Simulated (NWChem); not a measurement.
# C2H3BF (SMILES [H]/[C]=C\BF) at 6 levels

Wanted: a comparison of 6 runs (UHF/STO-3G, UHF/3-21G, U-wB97X/3-21G, UB3LYP/6-31G*, UB3LYP/def2-SVP) of C2H3BF. 

Program for the calculation: NWChem 7.3.0.

**1. The structure to begin with**

C2H3BF has 7 atoms, charge 0, and is taken as a doublet. SMILES: `[H]/[C]=C\BF`. The shape is that of a GFN2-xTB optimisation.

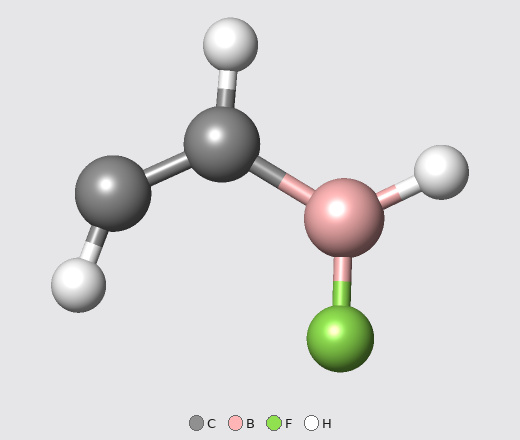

The structure, seen from a chosen angle (carbon grey, boron pink, fluorine green, hydrogen white).

**2. Energy and gradient at UHF/STO-3G (run 1)**

The input, c2h3bf.nw:

```
start c2h3bf
memory total 2200 mb
charge 0

geometry noautosym nocenter noautoz
  C    -1.058670    1.087830   -0.170310
  C    -0.022110    0.555310    0.414520
  B     0.633300   -0.796470   -0.011420
  F     0.123450   -1.476110   -1.015100
  H    -1.686760    0.812830   -0.990720
  H     0.435300    1.069120    1.254490
  H     1.575490   -1.252500    0.518530
end

basis spherical bse
  * library STO-3G
end

scf
  nopen 1
  uhf
  thresh 1e-08
  maxiter 80
  noprint "final vectors analysis"
end

task scf gradient
```

Command:

```bash
nwchem c2h3bf.nw > c2h3bf.out
```

What it wrote:

```text
[...]
  functions       =    23
[...]
  wavefunction    = UHF
[...]
         Total SCF energy =   -198.917372438004
      One electron energy =   -456.028942297714
      Two electron energy =    165.640254165918
 Nuclear repulsion energy =     91.471315693792
                       Sz =      0.5000
                 Sz(Sz+1) =      0.7500
                      S^2 =      1.0957
[...]
                         UHF ENERGY GRADIENTS
    atom               coordinates                        gradient
                 x          y          z           x          y          z
   1 C      -2.000596   2.055701  -0.321839    0.042857  -0.034500   0.014356
   2 C      -0.041782   1.049384   0.783329   -0.053836   0.030138  -0.028316
   3 B       1.196763  -1.505110  -0.021581    0.005928   0.014654   0.017250
   4 F       0.233287  -2.789443  -1.918261   -0.006154  -0.009187  -0.012956
   5 H      -3.187514   1.536026  -1.872189    0.005971   0.006297   0.010656
   6 H       0.822598   2.020344   2.370642    0.002364  -0.002765   0.000101
   7 H       2.977244  -2.366882   0.979880    0.002871  -0.004638  -0.001092
[...]
```

Run time: 1.8 s. Hardware: 1 thread of AMD EPYC 9R45 (Zen 5), shared host; peak memory 0.099 GiB.

**3. Energy and forces at UHF/3-21G (run 2)**

The input, calc.xyz:

```xyz
7
C2H3BF hf
C     -1.058670     1.087830    -0.170310
C     -0.022110     0.555310     0.414520
B      0.633300    -0.796470    -0.011420
F      0.123450    -1.476110    -1.015100
H     -1.686760     0.812830    -0.990720
H      0.435300     1.069120     1.254490
H      1.575490    -1.252500     0.518530
```

The input, run.py:

```python
from ase.io import read
from ase.calculators.nwchem import NWChem

atoms = read('calc.xyz')

calc = NWChem(
    label='calc',
    theory='scf',
    memory='2200 mb',
    basis='3-21G',
    basispar='spherical bse',
    scf={'nopen': '1', 'uhf': None, 'thresh': '1e-08', 'maxiter': '80'},
)
atoms.calc = calc

forces = atoms.get_forces()
e = atoms.get_potential_energy()
print(f"E = {e:.6f} eV")
print("forces (eV/A):")
for s, f in zip(atoms.symbols, forces):
    print(f"{s:2s} {f[0]:10.5f} {f[1]:10.5f} {f[2]:10.5f}")
```

Command:

```bash
export ASE_NWCHEM_COMMAND="nwchem PREFIX.nwi > PREFIX.nwo"
python run.py
```

What it wrote:

```text
E = -5455.576775 eV
forces (eV/A):
C    -1.39565    0.68155   -0.80990
C     1.80054   -0.78604    1.11807
B     0.30457    1.34181    1.30298
F    -0.81113   -1.15098   -1.64787
H    -0.01044   -0.01877   -0.02350
H    -0.16378    0.01861   -0.14280
H     0.27583   -0.08623    0.20301
```

The calculator wrote calc.nwi:

```
title "calc"

permanent_dir calc

scratch_dir calc

start calc

geometry units angstrom nocenter noautosym noautoz
  C  -1.0586700000000000e+00 1.0878300000000001e+00 -1.7030999999999999e-01
  C  -2.2110000000000001e-02 5.5530999999999997e-01 4.1452000000000000e-01
  B  6.3329999999999997e-01 -7.9647000000000001e-01 -1.1420000000000000e-02
  F  1.2345000000000000e-01 -1.4761100000000000e+00 -1.0150999999999999e+00
  H  -1.6867600000000000e+00 8.1283000000000005e-01 -9.9072000000000005e-01
  H  4.3530000000000002e-01 1.0691200000000001e+00 1.2544900000000001e+00
  H  1.5754900000000001e+00 -1.2524999999999999e+00 5.1853000000000005e-01
end

memory 2200 mb

basis spherical bse noprint
   * library 3-21G
end

scf
  nopen 1
  uhf
  thresh 1e-08
  maxiter 80
end

task scf gradient
```

calc.nwo:

```text
Northwest Computational Chemistry Package (NWChem) 7.3.0
             --------------------------------------------------------

           Job information
           ---------------

    nwchem branch   = 7.3.0
    use scalapack   = T
    input           = calc.nwi
    prefix          = calc.
    data base       = calc/calc.db
    status          = startup
    nproc           =        1

           Memory information
           ------------------

    heap     =     72089594 doubles =      550.0 Mbytes
    stack    =     72089599 doubles =      550.0 Mbytes
    global   =    144179200 doubles =     1100.0 Mbytes (distinct from heap & stack)
    total    =    288358393 doubles =     2200.0 Mbytes
    verify   = yes
    hardfail = no

[... 40 lines left out ...]
            Nuclear Dipole moment (a.u.)
[... 85 lines left out ...]
 1-e energy   =    -453.803467
[... 7 lines left out ...]
         Quadratically convergent UHF
[... 16 lines left out ...]
       Final UHF  results
[... 3 lines left out ...]
      One electron energy =   -455.766979426175
[... 1 line left out ...]
 Nuclear repulsion energy =     91.471315693792
[... 37 lines left out ...]
          Final beta eigenvalues
[... 188 lines left out ...]
                     UHF Final Beta Molecular Orbital Analysis
[... 255 lines left out ...]
                 ----------------------------------------
                 |  Time  |  1-e(secs)   |  2-e(secs)   |
                 ----------------------------------------
                 |  CPU   |       0.00   |       0.14   |
                 ----------------------------------------
                 |  WALL  |       0.00   |       0.14   |
                 ----------------------------------------

 Task  times  cpu:        1.3s     wall:        1.3s
 Total times  cpu:        1.4s     wall:        1.4s
```

Run time: 2.1 s. Hardware: 1 thread of AMD EPYC 9R45 (Zen 5), shared host; peak memory 0.1 GiB.

**4. Energy and gradient at U-wB97X/3-21G (run 3)**

The input, work.nw:

```
start work
memory stack 880 mb heap 220 mb global 1100 mb

geometry units angstrom noautosym nocenter noautoz
C    -1.058670    1.087830   -0.170310
C    -0.022110    0.555310    0.414520
B     0.633300   -0.796470   -0.011420
F     0.123450   -1.476110   -1.015100
H    -1.686760    0.812830   -0.990720
H     0.435300    1.069120    1.254490
H     1.575490   -1.252500    0.518530
end

basis spherical bse
* library 3-21G
end

dft
xc wb97x
mult 2
grid xfine
convergence energy 1e-08
iterations 100
mulliken
noprint "final vectors analysis"
end

task dft gradient
```

Command:

```bash
nwchem work.nw > work.out
```

What it wrote:

```text
[...]
          Wavefunction type:  spin polarized.
          No. of atoms     :     7
          No. of electrons :    29
[...]
          Charge           :     0
          Spin multiplicity:     2
[...]
          AO basis - number of functions:    42
[...]
              XC Information
              --------------
                       wb97x  Method XC Functional
                     Hartree-Fock (Exact) Exchange  1.000
                         wb97x Exchange Functional  1.000
                      wb97x Correlation Functional  1.000
[...]
 d= 0,ls=0.0,diis     1   -201.4259983501 -2.93D+02  9.81D-03  1.27D-01     1.5
[...]
 d= 0,ls=0.0,diis    13   -201.4989596786 -3.98D-09  6.59D-07  3.59D-10    18.4
[...]
         Total DFT energy =     -201.498959678604
      One electron energy =     -455.981544546183
           Coulomb energy =      189.337477638459
    Exchange-Corr. energy =      -26.326208464671
 Nuclear repulsion energy =       91.471315693792
[...]
      Total Density - Mulliken Population Analysis
     ---------------------------------------------
    Atom       Charge   Shell Charges
 -----------   ------   -------------------------------------------------------
    1 C    6     6.14   1.99  0.42  1.52  0.98  1.24
    2 C    6     6.63   1.99  0.38  1.67  1.05  1.55
    3 B    5     4.41   1.98  0.43  1.20  0.41  0.39
    4 F    9     9.24   1.98  0.45  2.50  1.51  2.80
    5 H    1     0.76   0.47  0.29
    6 H    1     0.77   0.46  0.30
    7 H    1     1.04   0.47  0.57
[...]
      <S2> =      0.7673 (Exact =     0.7500)
[...]
  wavefunction    = open shell
[...]
                         DFT ENERGY GRADIENTS
    atom               coordinates                        gradient
                 x          y          z           x          y          z
   1 C      -2.000596   2.055701  -0.321839    0.005938  -0.005314   0.001522
   2 C      -0.041782   1.049384   0.783329   -0.016391   0.007381  -0.010006
   3 B       1.196763  -1.505110  -0.021581   -0.002361  -0.029277  -0.024469
   4 F       0.233287  -2.789443  -1.918261    0.017422   0.025080   0.035667
   5 H      -3.187514   1.536026  -1.872189    0.007299   0.001865   0.008476
   6 H       0.822598   2.020344   2.370642   -0.001399  -0.003358  -0.003957
   7 H       2.977244  -2.366882   0.979880   -0.010508   0.003624  -0.007233
[...]
```

Wall time 21 s (1 thread of AMD EPYC 9R45 (Zen 5), shared host); peak memory 0.13 GiB.

Runs 4 to 5 aren't shown in full; the table further down has their settings and results.

**5. Energy and gradient at UB3LYP/def2-SVP (run 6)**

The input, run.py:

```python
from ase import Atoms
from ase.calculators.nwchem import NWChem

system = Atoms(['C', 'C', 'B', 'F', 'H', 'H', 'H'], positions=[
    [-1.058670, 1.087830, -0.170310],
    [-0.022110, 0.555310, 0.414520],
    [0.633300, -0.796470, -0.011420],
    [0.123450, -1.476110, -1.015100],
    [-1.686760, 0.812830, -0.990720],
    [0.435300, 1.069120, 1.254490],
    [1.575490, -1.252500, 0.518530],
])

calc = NWChem(
    label='a',
    theory='dft',
    memory='2200 mb',
    basis='def2-SVP',
    basispar='spherical bse',
    dft={'xc': 'b3lyp', 'mult': '2', 'grid': 'xfine', 'convergence': 'energy 1e-08', 'iterations': '100', 'mulliken': None},
)
system.calc = calc

forces = system.get_forces()
print(f"energy = {system.get_potential_energy():.6f} eV")
print("forces (eV/A):")
for s, f in zip(system.symbols, forces):
    print(f"{s:2s} {f[0]:10.5f} {f[1]:10.5f} {f[2]:10.5f}")
```

Command:

```bash
export ASE_NWCHEM_COMMAND="nwchem PREFIX.nwi > PREFIX.nwo"
python run.py
```

What it wrote:

```text
energy = -5510.524380 eV
forces (eV/A):
C    -0.33764    0.47313    0.04433
C     0.81663   -0.53834    0.37158
B    -0.60179    0.55654   -0.15067
F    -0.23438   -0.33944   -0.47951
H    -0.60462   -0.15900   -0.70628
H     0.23125    0.30591    0.45904
H     0.73066   -0.29881    0.46167
```

The calculator wrote a.nwi:

```
title "a"

permanent_dir a

scratch_dir a

start a

geometry units angstrom nocenter noautosym noautoz
  C  -1.0586700000000000e+00 1.0878300000000001e+00 -1.7030999999999999e-01
  C  -2.2110000000000001e-02 5.5530999999999997e-01 4.1452000000000000e-01
  B  6.3329999999999997e-01 -7.9647000000000001e-01 -1.1420000000000000e-02
  F  1.2345000000000000e-01 -1.4761100000000000e+00 -1.0150999999999999e+00
  H  -1.6867600000000000e+00 8.1283000000000005e-01 -9.9072000000000005e-01
  H  4.3530000000000002e-01 1.0691200000000001e+00 1.2544900000000001e+00
  H  1.5754900000000001e+00 -1.2524999999999999e+00 5.1853000000000005e-01
end

memory 2200 mb

basis spherical bse noprint
   * library def2-SVP
end

dft
  xc b3lyp
  mult 2
  grid xfine
  convergence energy 1e-08
  iterations 100
  mulliken
end

task dft gradient
```

a.nwo:

```text
Northwest Computational Chemistry Package (NWChem) 7.3.0
             --------------------------------------------------------

           Job information
           ---------------

    nwchem branch   = 7.3.0
    use scalapack   = T
    input           = a.nwi
    prefix          = a.
    data base       = a/a.db
    status          = startup
    nproc           =        1

           Memory information
           ------------------

    heap     =     72089594 doubles =      550.0 Mbytes
    stack    =     72089599 doubles =      550.0 Mbytes
    global   =    144179200 doubles =     1100.0 Mbytes (distinct from heap & stack)
    total    =    288358393 doubles =     2200.0 Mbytes
    verify   = yes
    hardfail = no

[... 123 lines left out ...]
          Convergence on energy requested:  1.00D-08
[... 27 lines left out ...]
          Convergence Information
[... 30 lines left out ...]
 1-e energy   =    -454.422201
[... 65 lines left out ...]
      One electron energy =     -457.301970659343
[... 8 lines left out ...]
                    DFT Final Alpha Molecular Orbital Analysis
[... 1133 lines left out ...]
          Convergence on gradient requested:  5.00D-04
[... 28 lines left out ...]
          total energy or number of iterations.
[... 38 lines left out ...]
                 ----------------------------------------
                 |  Time  |  1-e(secs)   |  2-e(secs)   |
                 ----------------------------------------
                 |  CPU   |       0.00   |       0.71   |
                 ----------------------------------------
                 |  WALL  |       0.00   |       0.71   |
                 ----------------------------------------

 Task  times  cpu:       22.4s     wall:       22.4s
 Total times  cpu:       22.5s     wall:       22.5s
```

Run time: 23 s. Hardware: 1 thread of AMD EPYC 9R45 (Zen 5), shared host; peak memory 0.13 GiB.

**6. All runs side by side**

| run | level | iteration cap | module | energy (Eh) | dipole moment (D) | ⟨S²⟩ | largest force (eV/Å) | wall time |
| --- | --- | --- | --- | --- | --- | --- | --- | --- |
| 1 | UHF/STO-3G | 80 | scf | -198.917372 | 0.37 | 1.096 | 3.491 | 1.8 s |
| 2 | UHF/3-21G | 80 | scf | -200.488750 | 0.85 | 0.975 | 2.261 | 2.1 s |
| 3 | U-wB97X/3-21G | 100 | dft | -201.498960 | 0.42 | 0.767 | 2.414 | 21 s |
| 4 | UB3LYP/6-31G* (spherical functions) | 100 | dft | -202.653691 | 0.48 | 0.760 | 1.104 | 22 s |
| 5 | UB3LYP/6-31G* (Cartesian functions) | 100 | dft | -202.656994 | 0.48 | 0.760 | 1.083 | 23 s |
| 6 | UB3LYP/def2-SVP | 100 | dft | -202.508037 | 0.50 | 0.760 | 1.046 | 23 s |

**7. Results**

| quantity | value |
| --- | --- |
| run 6: total energy | -202.50804 Eh |
| run 6: dipole moment | 0.50 D |
| run 6: HOMO energy (highest over α and β) | -6.61 eV |
| run 6: LUMO energy (lowest over α and β) | -2.39 eV |
| run 6: ⟨S²⟩ | 0.760 |
| run 6: largest force on an atom | 1.046 eV/Å |

What this shows: The dipole moment (its size) runs from 0.37 D (UHF/STO-3G) to 0.85 D (UHF/3-21G). Totals of different functionals can't be ranked against each other. In run 1 the basis is minimal, so the values are rough. Spin contamination of the reference: run 1 ⟨S²⟩ = 1.10, run 2 ⟨S²⟩ = 0.98. All runs together took 93 s, the longest 23 s.
